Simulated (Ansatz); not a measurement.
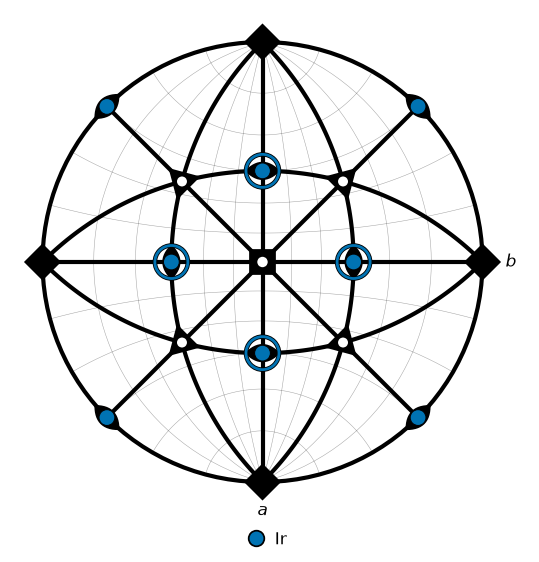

Crystal: Ir, a calculation's input that goes back to an entry of the Crystallography Open Database (an earlier step may have relaxed or displaced it). Directions from one iridium atom at (0, 0, 0) to its bonded neighbours, in stereographic projection down c (filled: above the plane of the page or in it, open: below). Geometry calculated from the standardised cell; symmetry tolerance 0.002 Å.

Neighbours are counted up to 3.04 Å for Ir. The symmetry elements of the site are drawn in: heavy lines are mirror planes (a heavy rim: a mirror in the plane of the page); lens, triangle, square and hexagon are 2-, 3-, 4- and 6-fold axes, a lens in an open square is −4, a triangle in an open hexagon −6; thin dashed diameters join the ends of axes that lie in the page; a small open circle marks inversion.

```
Ir
1.0
     3.83940    0.00000    0.00000
     0.00000    3.83940    0.00000
     0.00000    0.00000    3.83940
Ir
4
Direct
  0.00000 0.00000 0.00000
  0.00000 0.50000 0.50000
  0.50000 0.00000 0.50000
  0.50000 0.50000 0.00000
```

How many neighbours are there, and at what angles?

12: 12 Ir at 2.71 Å. Angles between bonds: 60° (24×), 90° (12×), 120° (24×), 180° (6×).

What is the site's symmetry in the crystal?

Point group m-3m (Oh), order 48: three fourfold axes, four threefold axes, six twofold axes, nine mirror planes, an inversion centre. In No. 225, Fm-3m this is Wyckoff position 4a.
